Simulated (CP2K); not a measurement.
1,3-dioxolane has these distinct C atoms: C1 (bonded to C, O and 2 H) and C4 (bonded to 2 O and 2 H).

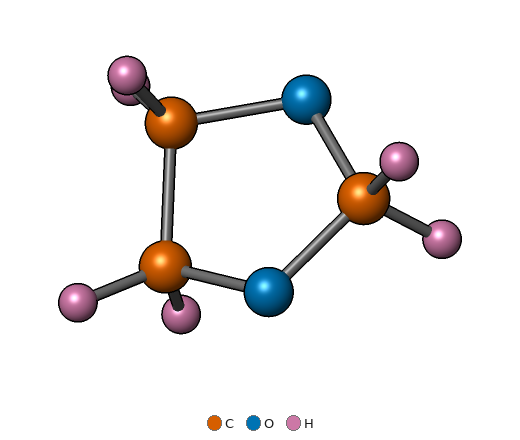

The molecule (carbon orange, oxygen blue, hydrogen pink).

```xyz
11

C    -0.4048    1.0170    0.0967
C    -1.0143   -0.3753    0.1407
O     0.1316   -1.1976    0.4378
C     1.2436   -0.5601   -0.2036
O     0.8589    0.7798   -0.5577
H    -0.2519    1.4179    1.1141
H    -0.9644    1.7401   -0.5086
H    -1.4548   -0.6514   -0.8336
H    -1.7512   -0.5260    0.9383
H     2.0833   -0.5639    0.5121
H     1.5241   -1.0805   -1.1361
```

Their partial C K spectra (CP2K XAS_TDP, all-electron GAPW, PBEh(45%), aug-cc-pVDZ, TDA, GW2X-corrected core level, no relativity) are given in random order, each times the number of alike atoms.

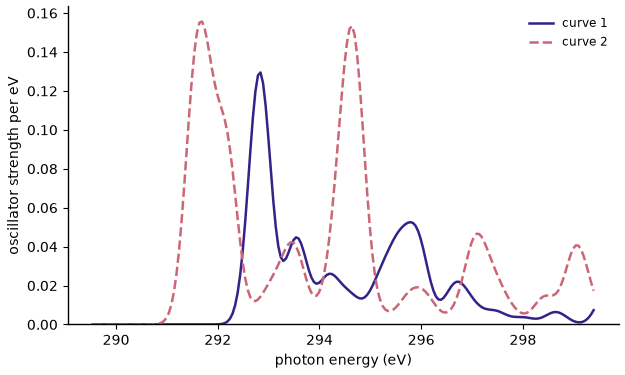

Gaussian full width 0.5 eV, oscillator strength per eV, alike atoms added, rows of zeros left out.

**Question.** Which curve belongs to which atom?

Curve 1: C4 (bonded to 2 O and 2 H), leading line at 292.81 eV (f = 0.047 an atom), ionisation energy 294.95 eV, term value 2.14 eV. Curve 2: C1 (bonded to C, O and 2 H), leading line at 291.54 eV (f = 0.027 an atom), ionisation energy 293.75 eV, term value 2.21 eV. The leading line of an atom is its first one with 35 % of the strongest within 2.5 eV of its lowest line over the strength cut. A line lies at the core ionisation energy, which rises as an atom loses charge to its neighbours or to a π system, less the term value, which is large for a low π* or σ* orbital with weight on that atom.

[Banner, clock and machine lines of the logs are left out without a mark of their own.]

[Logs are printed without paths, hosts, clocks, repeated set-up lines and the standing remarks that a program may print on its own settings, such as how far it seeks lower states.]

[Hosts, paths, dates, database ids (printed as entryN), source tags and the programs' standing remarks are cut or masked in the printed files.]
